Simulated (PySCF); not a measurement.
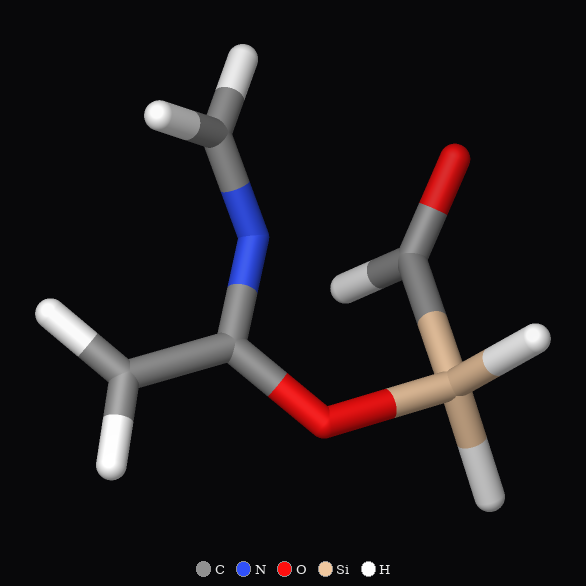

Computed geometry: GFN2-xTB optimisation. No frequency run is at hand to confirm it as a minimum.

Give the structural formula.

SMILES: C=NC(=C)O[SiH2]C=O

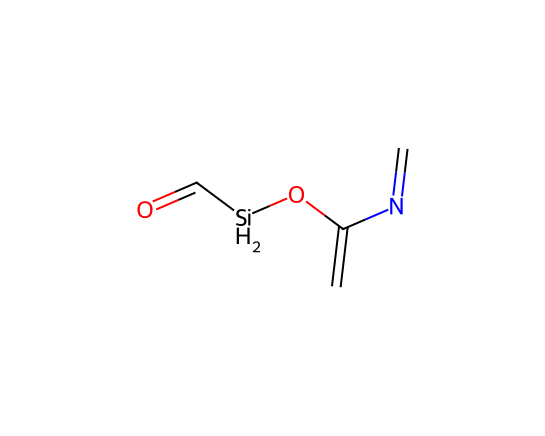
